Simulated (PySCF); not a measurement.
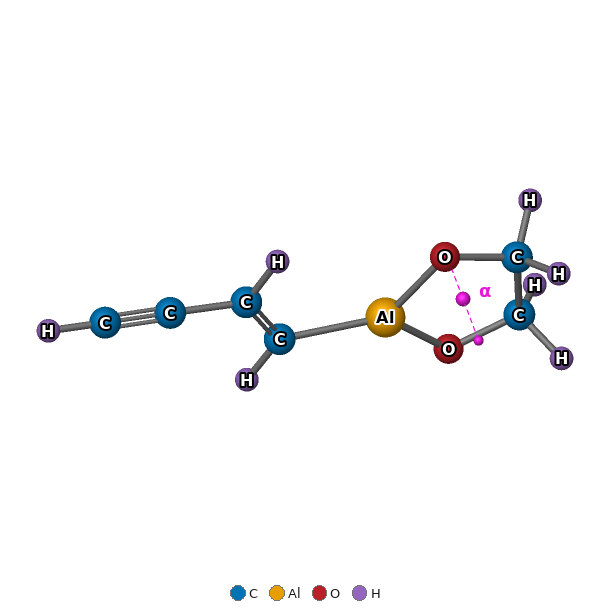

The small points mark where nucleus-independent chemical shifts (NICS) were computed: at the centre of each lettered ring and 1 Å above and below it. Computed geometry: GFN2-xTB optimisation. No frequency run is at hand to confirm it as a minimum. Properties computed with GIAO PBE0/pcSseg-1 NMR shielding, non-relativistic, gas phase (PySCF 2.14.0).

Give NICS(0), NICS(1) and the out-of-plane component NICS(1)zz for each ring (means of the two sides).

```csv
ring,members,NICS(0),NICS(1),NICS(1)zz
α,C2AlO2,−5.1,−1.6,−3.1
```

Values in ppm.

What do the values say about the ring currents?

Answer. Ring α: weak, as in a non-aromatic ring. NICS is one index among several.

The geometry is semi-empirical. Around Al such bond lengths and angles can be off by a tenth of an ångström or more and by several degrees, and values that hang on the shape move with them.
